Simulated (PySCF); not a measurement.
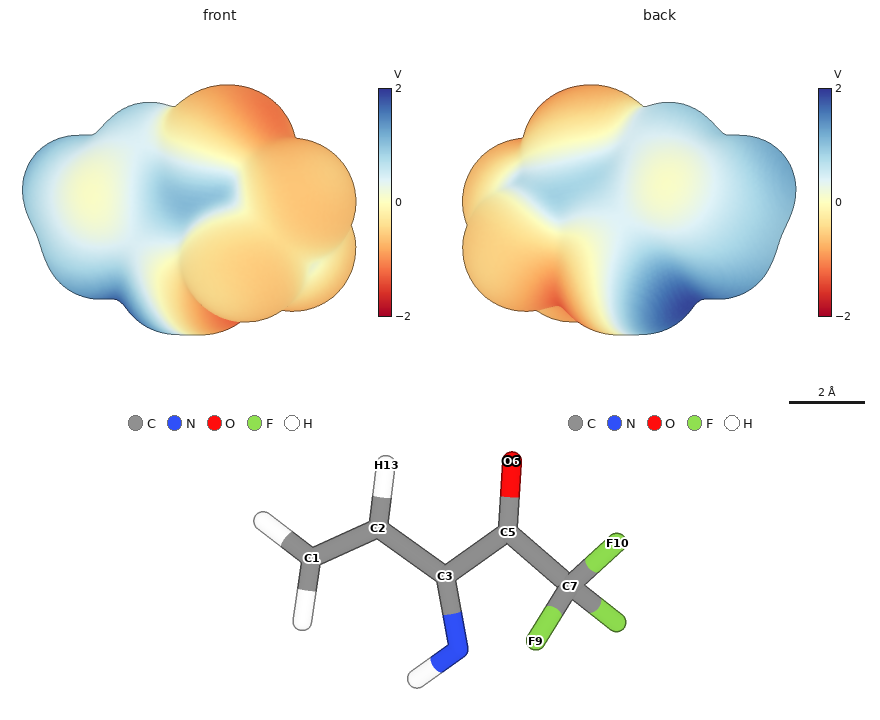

C5H4F3NO (SMILES [H]/N=C(\C=C)C(=O)C(F)(F)F). The molecular electrostatic potential painted on the density surface at 0.001 e/bohr³, seen from the front and from behind; the colour scale runs from red (negative) to blue (positive). The bare structure is drawn below in the same view.

Geometry: GFN2-xTB.

The calculation used PBE0/pcSseg-1, SCF density, gas phase, non-relativistic in PySCF 2.14.0.

Input

```
{"job": {"kind": "nmr", "xc": "PBE0", "basis": "pcSseg-1"}, "charge": 0, "multiplicity": 1}
C     -2.639149    -0.122163     0.094053
C     -1.492822     0.290845    -0.434838
C     -0.179257    -0.208094    -0.017962
N      0.106923    -1.210389     0.700193
C      0.987567     0.573962    -0.543789
O      0.931871     1.407208    -1.401185
C      2.350540     0.217360     0.123399
F      2.759326    -1.009340    -0.210989
F      2.290402     0.284989     1.457161
F      3.301803     1.070109    -0.267676
H     -2.676900    -0.857240     0.883325
H     -3.586469     0.268326    -0.234332
H     -1.470122     1.046453    -1.207184
H     -0.684392    -1.752499     1.037656
```

Run with:

```sh
OMP_NUM_THREADS=1 python probes_run.py task.json out
```

Question: Describe the electrostatic potential map.

Answer: The most negative region (about −1.3 V) lies over N4 and F8, the most positive (about +1.8 V) over H14.
